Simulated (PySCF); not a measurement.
C$_{6}$H$_{7}$P (SMILES Cc1ccpcc1)

```xyz
14

C     1.9757    0.0499    0.0781
C     0.4784    0.0000    0.0216
C    -0.1790   -1.2191   -0.0893
C    -1.5493   -1.3578   -0.1536
P    -2.6992   -0.0621   -0.1076
C    -1.6083    1.2804    0.0248
C    -0.2353    1.1941    0.0725
H     2.3054    0.6696    0.9107
H     2.3722    0.4878   -0.8385
H     2.3985   -0.9448    0.1943
H     0.4246   -2.1186   -0.1269
H    -1.9566   -2.3584   -0.2387
H    -2.0596    2.2641    0.0747
H     0.3318    2.1142    0.1558
```

Geometry: GFN2-xTB.

The calculation used PBE0/def2-SVPD, SCF density, gas phase in PySCF 2.14.0.

Question: Predict the electron density and electron localisation function between the atoms.

Answer: C–C (1.38 Å): the density is about 2.1 e/Å³ at the midpoint; the ELF peaks at about 0.95 between the atoms (a covalent bond).
C–P (1.73 Å): the density is about 1.3 e/Å³ at the midpoint; the ELF peaks at about 0.95 between the atoms: localised, covalent bonding.
C–H (1.08 Å): ρ is about 2 e/Å³ halfway; the ELF climbs to about 1 towards the hydrogen, as it does in any bond to H: a covalent bond by its length.
C–C (1.50 Å): ρ at the midpoint is about 1.7 e/Å³; the ELF peaks at about 0.95 between the atoms, as expected for a shared electron pair.

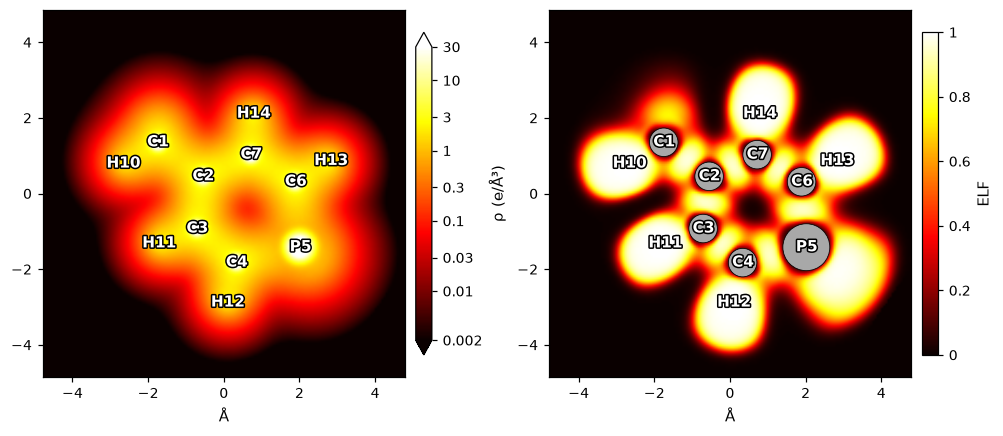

Computed electron density and electron localisation function on the plane of atoms C1, C2 and C3, in this order. Grey discs cover the atomic cores in the ELF map. 
